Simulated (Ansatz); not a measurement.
Input

```
crystal:
  lattice:
    - [3.2128460356, 0.0, 0.0]
    - [-1.6064230178, 2.7824062853, 0.0]
    - [0.0, 0.0, 26.591831771]
  atoms:
    - { symbol: Hf, position: [0.3333333333, 0.6666666667, 0.0469034539] }
    - { symbol: Hf, position: [0.6666666667, 0.3333333333, 0.1541876948] }
    - { symbol: Hf, position: [0.3333333333, 0.6666666667, 0.4530965461] }
    - { symbol: Hf, position: [0.6666666667, 0.3333333333, 0.3458123052] }
    - { symbol: Hf, position: [0.3333333333, 0.6666666667, 0.25] }
    - { symbol: Hf, position: [0.6666666667, 0.3333333333, 0.9530965461] }
    - { symbol: Hf, position: [0.3333333333, 0.6666666667, 0.8458123052] }
    - { symbol: Hf, position: [0.6666666667, 0.3333333333, 0.5469034539] }
    - { symbol: Hf, position: [0.3333333333, 0.6666666667, 0.6541876948] }
    - { symbol: Hf, position: [0.6666666667, 0.3333333333, 0.75] }
    - { symbol: H, position: [0.3333333333, 0.6666666667, 0.1231485907] }
    - { symbol: H, position: [0.3333333333, 0.6666666667, 0.3768514093] }
    - { symbol: H, position: [0.6666666667, 0.3333333333, 0.8768514093] }
    - { symbol: H, position: [0.6666666667, 0.3333333333, 0.6231485907] }
basis:
  ecutwfc: 420
kpoints:
  mp_grid: { grid: [12, 12, 2] }
hamiltonian:
  xc: pbe
scf:
  occupations: { method: gaussian, width: 0.1 }
output:
  forces: true
  stress: true
  eigenvalues: true
  write_density: true
  write_potential: true
  elf: true
  volumetric_format: npy
relax:
  adjacent_minimum: "off"
  f_tol: 0.01
  max_steps: 80
  cell: { stress_tol: 0.05 }
```

Run with:

```sh
ansatz run input.yaml --threads 1 --pin off --max-ram 2560MiB --backend cpu --events-out ev --progress --plain --runs-dir out
```

Below, planes, directions and counts refer to the conventional cell (a = 3.21 Å, b = 3.21 Å, c = 26.61 Å, α = 90.00°, β = 90.00°, γ = 120.00°).

The fields are those of the relaxed geometry.

Space group P6₃/mmc; a generated structure, not necessarily the stable one.

These are results of Ansatz, DFT PBE, scalar-relativistic, plane waves, PAW, not measurements.

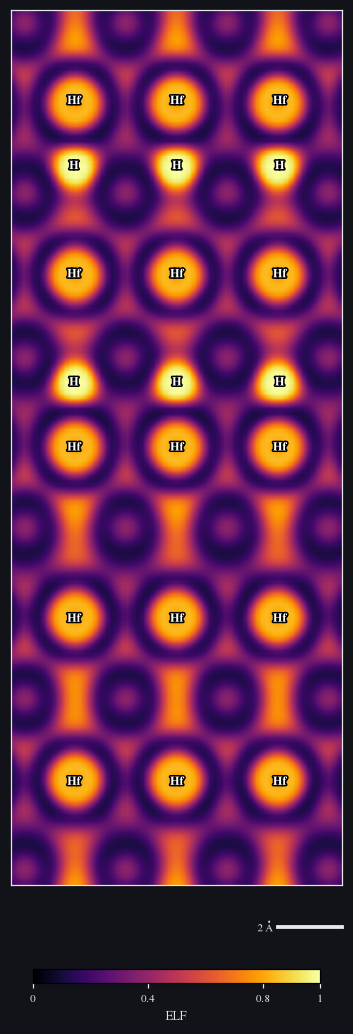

Hf₅H₂. Electron localisation function on the (100) plane of the conventional cell.

### Interpret the plot.

- Atoms in the plane: Hf and H.
- Atoms just off the plane (Hf, 0.9 Å away) can leave unmarked features too.
- Hf–H (2.03 Å): the ELF climbs to about 1 towards the hydrogen.
- Hf–Hf (3.21 Å): the ELF is about 0.30 at the midpoint: no shared electron pair shows on this line.
- The ELF has a maximum of about 0.80 in the space between the atoms, 1.9 Å from four Hf atoms, on no atom or two-centre bond.
- The features right at Hf lie inside the PAW spheres, where the map follows smoothed inner orbitals and isn't to be read closely.
